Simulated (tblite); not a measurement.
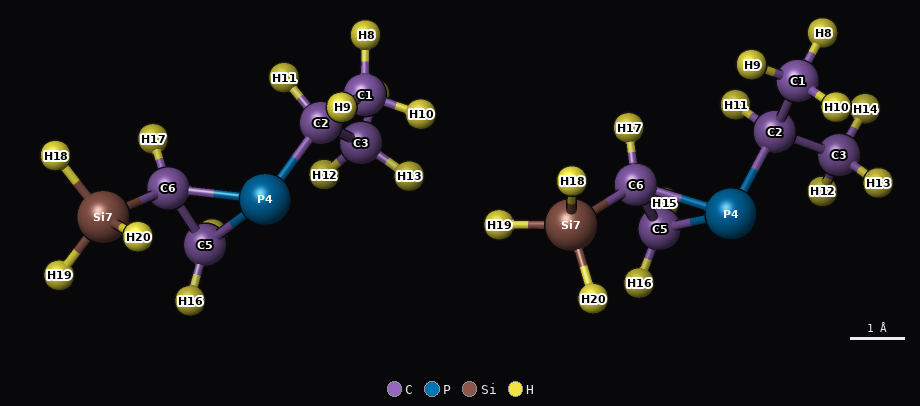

Two geometries of C5H13PSi, drawn at one scale. One is the start of a relaxation, the other its converged end. Style: ball-and-stick. Shown from a free direction.

The calculation used tblite 0.8.0, GFN2-xTB geometry optimisation, gas phase. 

Question: Which geometry has the lower energy?

Answer: The right one is the relaxed one. Over 202 geometry steps the energy falls by 0.748 eV. The atom that moves furthest after the best rigid fit is H18 (1.64 Å). By element the largest moves are H 1.64 Å, C 0.63 Å, P 0.30 Å, Si 0.28 Å. Some distances before and after: C2–C3 1.482 → 1.526 Å, C2–P4 1.853 → 1.889 Å, C1–C2 1.492 → 1.525 Å, C2–H11 1.129 → 1.097 Å. Bond angles that change, for instance: C2–P4–C5 119.2° → 99.5°, C2–P4–C6 113.3° → 99.5°, C1–C2–C3 116.1° → 111.0°. Groups turn about C2–P4 by about 40°, C6–Si7 by about 35°, C1–C2 by about 35°.
